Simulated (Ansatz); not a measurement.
# Tunnelling decay and corrugation (ordered overlayer): Ni(110)-(2x1)-Li, hollow site; Au(100)-(3x1)-C, top site; and others

A simple barrier model says that the current falls as exp(−2κz) with κ = 0.512 √φ (Å⁻¹, φ in eV). How well does that hold over real surfaces, and how fast does atomic contrast fade as the tip draws back?

Set-up. Ansatz 0.2.0, plane waves with PAW datasets (its set soft_2), functional as listed; relaxed slabs, Tersoff-Hamann images of the filled states within the window listed under the Fermi level. κ is fitted to the planar mean between 3 and 5 Å over the top atom; the model's barrier is the work function plus half the window. A setpoint is the mean density at the height named.

What came out:

| surface | functional | work function (eV) | window (eV) | κ, model (Å⁻¹) | κ, fitted (Å⁻¹) | near setpoint (Å): corrugation (Å) | far setpoint (Å): corrugation (Å) |
| --- | --- | --- | --- | --- | --- | --- | --- |
| Ni(110)-(2x1)-Li, hollow site | PBE | 2.79 | 0.20 | 0.87 | 0.87 | 3: 0.304 | 4.5: 0.141 |
| W(100)-p(2x2)-Li, hollow site | PBE-D3(BJ) | 3.63 | 0.20 | 0.99 | 1.03 | 2.5: 0.189 | 4: 0.164 |
| Ru(0001)-c(4x2)-Co, fcc site | PBE | 3.85 | 0.20 | 1.02 | 1.13 | 2.5: 1.180 | 4: 0.681 |
| Cu(110)-(1x2)-H, longbridge site | PBE | 4.19 | 0.30 | 1.07 | 1.25 | 3: 0.551 | 5: 0.487 |
| W(100)-(2x1)-Te, hollow site | PBE-D3(BJ) | 4.20 | 0.20 | 1.06 | 1.15 | 2.5: 1.265 | 4: 1.099 |
| Al(100)-(3x1)-Cu, hollow site | r2SCAN | 4.29 | 0.20 | 1.07 | 1.24 | 2.5: 0.960 | 4: 0.939 |
| Ta(110)-(2x2)-Te, hollow site | LDA | 4.90 | 0.40 | 1.16 | 1.29 | 2.5: 1.290 | 4: 1.048 |
| Rh(110)-(1x3)-N, longbridge site | PBE-D3(BJ) | 5.13 | 0.50 | 1.19 | 1.29 | 2.5: 0.591 | 4: 0.321 |
| Pt(111)-c(4x2)-Cl, fcc site | PBE | 5.62 | 0.20 | 1.23 | 1.37 | 2.5: 1.275 | 4: 0.852 |
| Au(100)-(3x1)-C, top site | PBE-D3(BJ) | 5.80 | 0.40 | 1.25 | 1.40 | 3: 1.610 | 5: 1.361 |

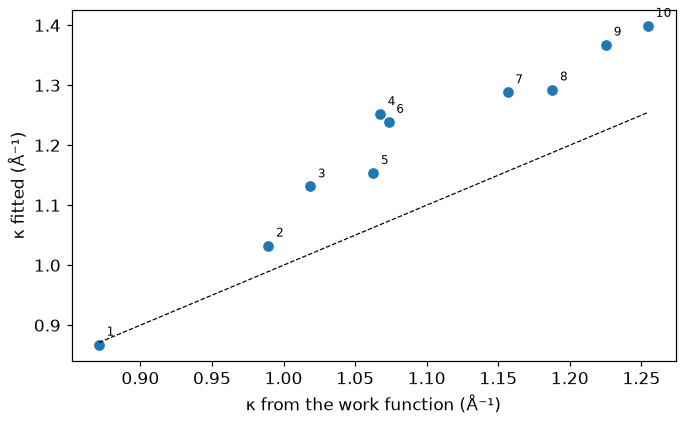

Fitted against model decay constants; points are numbered as the table's rows, and the dashed line marks equality.

**Answer.** The fitted κ is 1.00 to 1.17 times the model's, and larger in 9 of 10. Momentum along the surface adds to κ² and raises it, while a barrier that has not reached its full height this near the surface lowers it. Worked for Ni(110)-(2x1)-Li, hollow site: 0.512 × √(2.79 + 0.10) = 0.87 Å⁻¹; with the fitted 0.87 Å⁻¹ the current falls by exp(2 × 0.87) = 5.7 per Å. Where it is still over 0.005 Å at the far setpoint (10 rows), the corrugation falls by a factor of 1.0 to 1.7 per Å.

What the numbers leave out: The model has an s-wave tip and no forces between tip and sample. Semilocal potentials reach the vacuum level too fast, without an image tail. The surfaces are built from prototypes and need not be the stable ones; functionals, windows and heights differ between rows (the narrowest window from 0.2 eV on is taken, and runs with charge in the vacuum are left out), and rows with Cr, Mn, Fe, Co, Ni or Gd rest on one magnetic start or none. The table is a selection: not every member that was run is listed.
